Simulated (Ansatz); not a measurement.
## Geometry relaxation, with input and output: CH4NOSb (part 1 of 2)

- system: CH4NOSb
- method: RKS B3LYP-D4/def2-SVPD (Ansatz 0.2.0)

It belongs to a series of runs on one base structure; here: end point A relaxed.

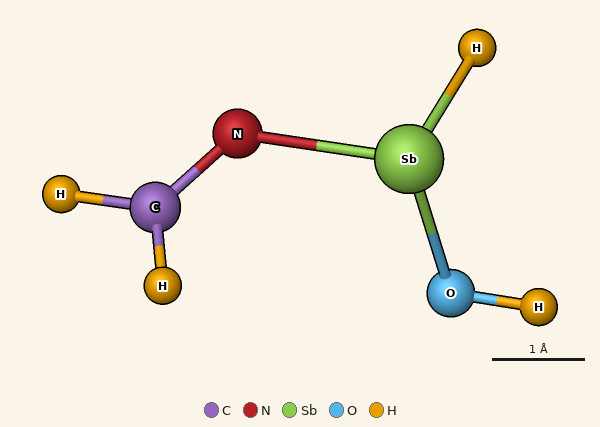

The input geometry (ball-and-stick view, seen at a tilt). Sticks mark near contacts. Bond lengths as drawn: C–H 1.06 to 1.15 Å, C–N 1.23 Å, H–O 0.97 Å, H–Sb 1.78 Å, N–Sb 2.06 Å and O–Sb 1.94 Å.

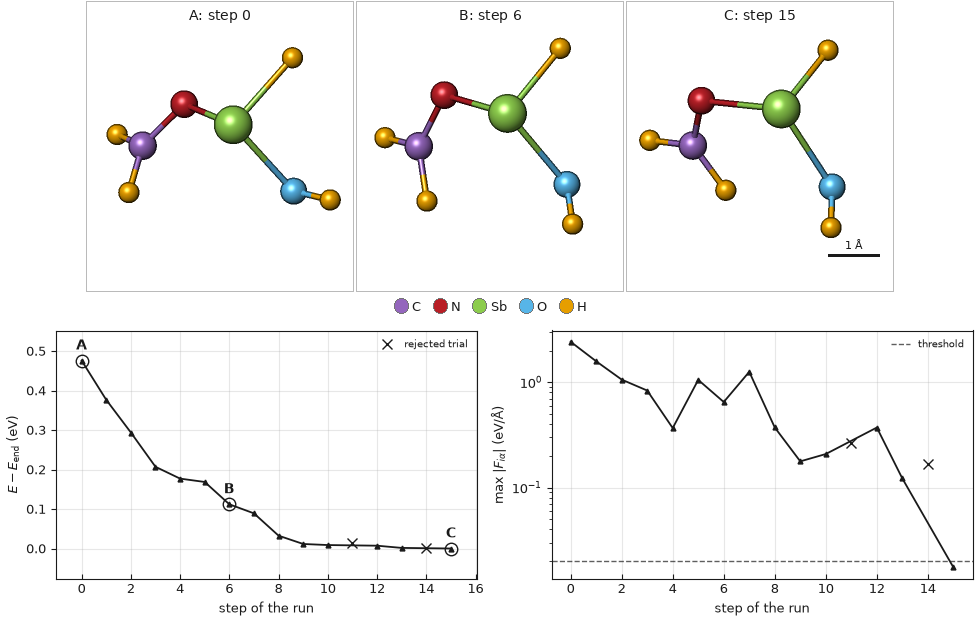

Frames of the relaxation (ball-and-stick view, seen at a tilt) above the curves, on which the letters mark them (the first geometry is step 0 here and step 1 in the log).

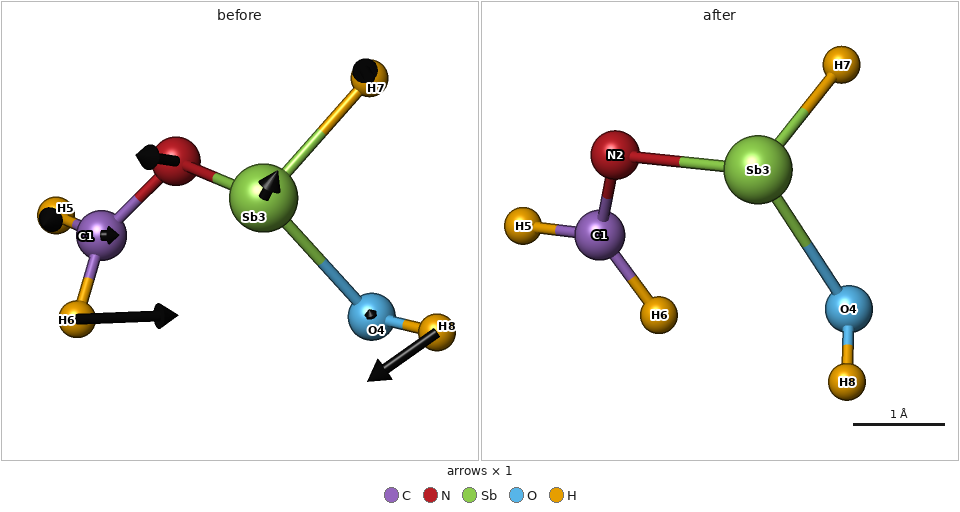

Before (left) and after (right) the relaxation, at one scale (ball-and-stick view, seen at a tilt). The black arrows give the displacements, at true length. After 15 geometry steps the energy has fallen by 0.476 eV. Largest force component: 2.4 eV/Å at the start, 0.018 eV/Å at the end. The line search rejected the trial steps at points 11, 14 (counted from 0) and went back. The atom that moves furthest after the best rigid fit is H6 (1.24 Å). By element the largest moves are H 1.24 Å, N 0.69 Å, Sb 0.37 Å, C 0.21 Å, O 0.10 Å. Among the contacts that change: Sb3–O4 1.941 → 2.031 Å, Sb3–H7 1.778 → 1.724 Å, C1–H6 1.061 → 1.106 Å, C1–H5 1.146 → 1.104 Å. Among the angles that change: N2–Sb3–O4 93.8° → 98.4°, Sb3–O4–H8 107.9° → 112.1°, N2–C1–H6 126.8° → 124.7°. (Atoms are counted from 1 in the order of the input.)

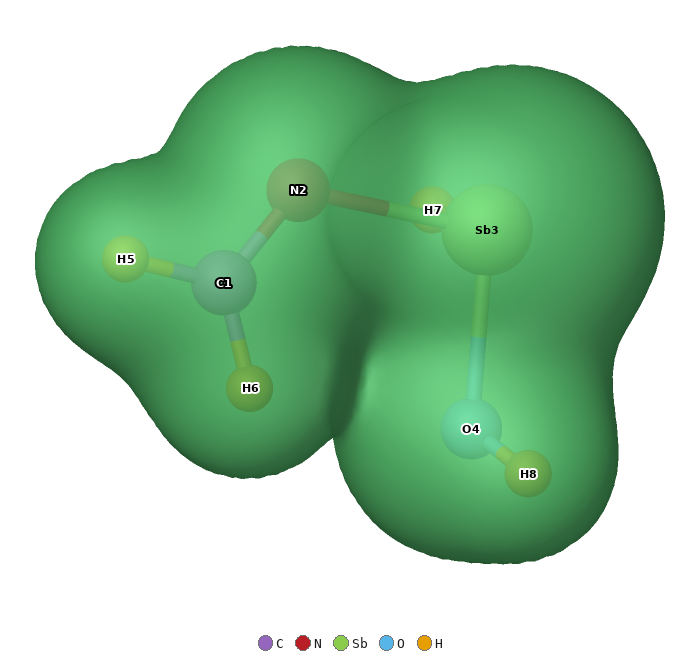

Isosurface of the electron density at 0.05 e/Å³ (green), seen at a tilt. At this value the surface is in one piece. On the grid the lowest density along these lines, outside the cores, is 2.6 e/Å³ (C–N, 1.27 Å), 0.67 e/Å³ (Sb–O, 2.03 Å), 0.69 e/Å³ (Sb–N, 2.10 Å) and 2.4 e/Å³ (O–H, 0.97 Å).

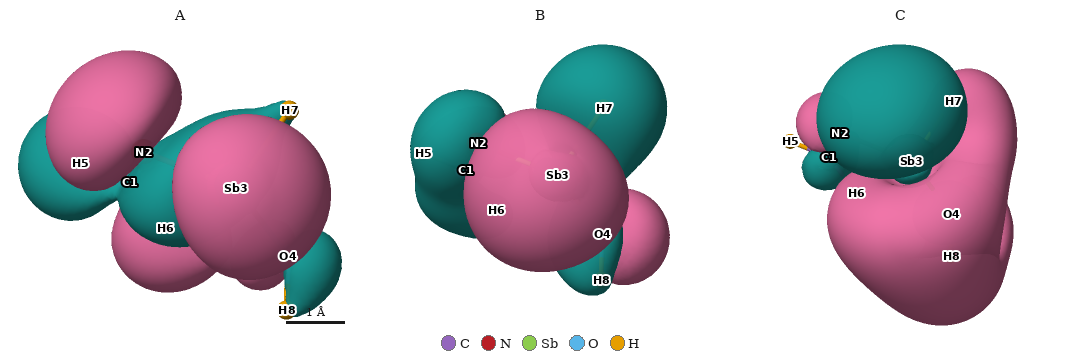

Three frontier orbitals at ±0.06 Å⁻³ᐟ² (teal and pink are the two phases). B is the HOMO−1 (−7.52 eV). Its weight (Hirshfeld) is mainly on Sb3 (50 %), O4 (20 %), H7 (15 %) and N2 (10 %). A is the HOMO (−6.70 eV). By Hirshfeld shares it lies mainly on N2 (50 %), Sb3 (20 %) and C1 (10 %). C is the LUMO (−1.42 eV). Its weight (Hirshfeld) is mainly on Sb3 (65 %), O4 (15 %) and H8 (10 %). The HOMO–LUMO gap is 5.28 eV between the orbital energies.

The input that produced these results follows, with the program's output.

## Input
```yaml
crystal:
  periodic: [false, false, false]
  atoms:
    - { symbol: C, position_ang: [-0.8448, 1.3804, 0.5076] }
    - { symbol: "N", position_ang: [0.1703, 1.0878, -0.1312] }
    - { symbol: Sb, position_ang: [1.1695, -0.6505, 0.3429] }
    - { symbol: O, position_ang: [-0.1376, -1.7904, -0.5297] }
    - { symbol: H, position_ang: [-1.4112, 2.3304, 0.2078] }
    - { symbol: H, position_ang: [-1.2843, 0.8199, 1.2939] }
    - { symbol: H, position_ang: [2.1771, -0.562, -1.1199] }
    - { symbol: H, position_ang: [0.2532, -2.6727, -0.6271] }
basis:
  gaussian: { orbitals: def2-SVPD }
hamiltonian:
  xc: b3lyp
  dispersion: d4
relax:
  f_tol: 0.02
  max_steps: 50
output:
  orbitals: {}
```

Run as:
```bash
ansatz run input.yaml --threads 2 --pin off --max-ram 3072MiB --backend cpu --events-out ev --progress --plain --runs-dir out
```

## Log
```
The last accepted step is kept in [file] (removed where the run ends without a failure and the disk answers)
Engine: ansatz 0.2.0, x86_64-unknown-linux-gnu
Functional definition: B3LYP
  parameter a0 = 0.2
  parameter ax = 0.72
  parameter ac = 0.81
  exchange = (1 - a0 - ax)*slater_x + ax*b88_x + a0*exact_x
  correlation = (1 - ac)*vwn_rpa_c + ac*lyp_c
1466 factors; integrals over basis functions are off by at most 2.9e-4 eV
mean field evaluation 1: about -11163.6694 eV, gradient 7.3e1 eV
mean field evaluation 2: about -11104.8628 eV, gradient 1.7e2 eV
mean field evaluation 4: about -11174.1891 eV, gradient 1.3e1 eV
mean field evaluation 8: about -11174.5594 eV, gradient 3.0e-1 eV
mean field evaluation 16: about -11174.5922 eV, gradient 3.1e-5 eV
mean field -11174.59221474 eV, -410.6586894810 hartree, gradient 3.1e-5 eV, S^2 0.000000; 0 other end points of the search recorded, 0 dependent functions left out
the calculation of the forces begins
reference -11174.59247169 eV, -410.6586989240 hartree; 24, 24 occupied and 103, 103 virtual orbitals, 1466 factors
relax step   1: F+E_penalty+E_count = -11174.87048780 eV  Δ(F+E_penalty+E_count) = +0.000e0 eV  max|allowed force component| = 2.420e0 eV/Å  Δτ_max = 0.0000 Å  (29 SCF iters, accepted)
these checks for a lower state are left out or cut short: starts, cluster_reference, orbital_swaps, neighbouring_geometries, increment
1466 factors; integrals over basis functions are off by at most 3.7e-4 eV
mean field -11174.69482373 eV, -410.6624602917 hartree, gradient 1.2e-5 eV, S^2 0.000000; 0 other end points of the search recorded, 0 dependent functions left out
[... from here on the field's lines of each further geometry are left out, up to the last ...]
relax step   2: F+E_penalty+E_count = -11174.96989654 eV  Δ(F+E_penalty+E_count) = -9.941e-2 eV  max|allowed force component| = 1.581e0 eV/Å  Δτ_max = 0.1944 Å  (32 SCF iters, accepted)
relax step   3: F+E_penalty+E_count = -11175.05263258 eV  Δ(F+E_penalty+E_count) = -8.274e-2 eV  max|allowed force component| = 1.059e0 eV/Å  Δτ_max = 0.1927 Å  (32 SCF iters, accepted)
relax step   4: F+E_penalty+E_count = -11175.13940531 eV  Δ(F+E_penalty+E_count) = -8.677e-2 eV  max|allowed force component| = 8.337e-1 eV/Å  Δτ_max = 0.2000 Å  (37 SCF iters, accepted)
relax step   5: F+E_penalty+E_count = -11175.16935462 eV  Δ(F+E_penalty+E_count) = -2.995e-2 eV  max|allowed force component| = 3.672e-1 eV/Å  Δτ_max = 0.1753 Å  (32 SCF iters, accepted)
relax step   6: F+E_penalty+E_count = -11175.17784049 eV  Δ(F+E_penalty+E_count) = -8.486e-3 eV  max|allowed force component| = 1.052e0 eV/Å  Δτ_max = 0.1008 Å  (32 SCF iters, accepted)
relax step   7: F+E_penalty+E_count = -11175.23435533 eV  Δ(F+E_penalty+E_count) = -5.651e-2 eV  max|allowed force component| = 6.490e-1 eV/Å  Δτ_max = 0.2000 Å  (38 SCF iters, accepted)
relax step   8: F+E_penalty+E_count = -11175.25732837 eV  Δ(F+E_penalty+E_count) = -2.297e-2 eV  max|allowed force component| = 1.256e0 eV/Å  Δτ_max = 0.1976 Å  (32 SCF iters, accepted)
relax step   9: F+E_penalty+E_count = -11175.31380710 eV  Δ(F+E_penalty+E_count) = -5.648e-2 eV  max|allowed force component| = 3.718e-1 eV/Å  Δτ_max = 0.2000 Å  (38 SCF iters, accepted)
relax step  10: F+E_penalty+E_count = -11175.33482956 eV  Δ(F+E_penalty+E_count) = -2.102e-2 eV  max|allowed force component| = 1.773e-1 eV/Å  Δτ_max = 0.1997 Å  (33 SCF iters, accepted)
relax step  11: F+E_penalty+E_count = -11175.33754171 eV  Δ(F+E_penalty+E_count) = -2.712e-3 eV  max|allowed force component| = 2.081e-1 eV/Å  Δτ_max = 0.1483 Å  (32 SCF iters, accepted)
relax step  12: F+E_penalty+E_count = -11175.33306371 eV  Δ(F+E_penalty+E_count) = +4.478e-3 eV  max|allowed force component| = 2.663e-1 eV/Å  Δτ_max = 0.0628 Å  (32 SCF iters, rejected (line search))
relax step  13: F+E_penalty+E_count = -11175.33917606 eV  Δ(F+E_penalty+E_count) = -1.634e-3 eV  max|allowed force component| = 3.713e-1 eV/Å  Δτ_max = 0.0306 Å  (33 SCF iters, accepted)
relax step  14: F+E_penalty+E_count = -11175.34478884 eV  Δ(F+E_penalty+E_count) = -5.613e-3 eV  max|allowed force component| = 1.220e-1 eV/Å  Δτ_max = 0.0264 Å  (32 SCF iters, accepted)
relax step  15: F+E_penalty+E_count = -11175.34475832 eV  Δ(F+E_penalty+E_count) = +3.052e-5 eV  max|allowed force component| = 1.678e-1 eV/Å  Δτ_max = 0.0372 Å  (34 SCF iters, rejected (line search))
the calculation of the forces begins
reference -11175.06584351 eV, -410.6760950174 hartree; 24, 24 occupied and 103, 103 virtual orbitals, 1466 factors
relax step  16: F+E_penalty+E_count = -11175.34631295 eV  Δ(F+E_penalty+E_count) = -1.524e-3 eV  max|allowed force component| = 1.751e-2 eV/Å  Δτ_max = 0.0167 Å  (34 SCF iters, accepted)
1466 factors; integrals over basis functions are off by at most 5.2e-4 eV
mean field evaluation 128: about -11175.0656 eV, gradient 9.4e-6 eV
mean field -11175.06559057 eV, -410.6760857218 hartree, gradient 9.4e-6 eV, S^2 0.000000; 1 other end points of the search recorded, 0 dependent functions left out
the calculation of the forces begins
reference -11175.06584351 eV, -410.6760950174 hartree; 24, 24 occupied and 103, 103 virtual orbitals, 1466 factors
Total energy: -11175.34656589 eV, -410.6864113746 hartree
Atom 0 at    -0.774004     1.223675     0.382532 Å, force    -0.002955     0.013815     0.002721 eV/Å
Atom 1 at     0.489031     1.181994     0.445709 Å, force     0.015609     0.001669     0.000943 eV/Å
Atom 2 at     1.510290    -0.626877     0.173515 Å, force     0.003798     0.007440     0.011161 eV/Å
Atom 3 at    -0.048908    -1.754155    -0.477016 Å, force    -0.010101    -0.017506    -0.006126 eV/Å
Atom 4 at    -1.287936     2.187109     0.545121 Å, force    -0.001269     0.001573    -0.000242 eV/Å
Atom 5 at    -1.422501     0.355256     0.161950 Å, force    -0.009918    -0.008691    -0.001057 eV/Å
Atom 6 at     1.913057    -0.179526    -1.441525 Å, force     0.000871     0.000891    -0.005040 eV/Å
Atom 7 at    -0.286829    -2.444575     0.154014 Å, force     0.003965     0.000809    -0.002360 eV/Å
Dipole moment:     0.012505    -0.229161     0.263582 e Å
```
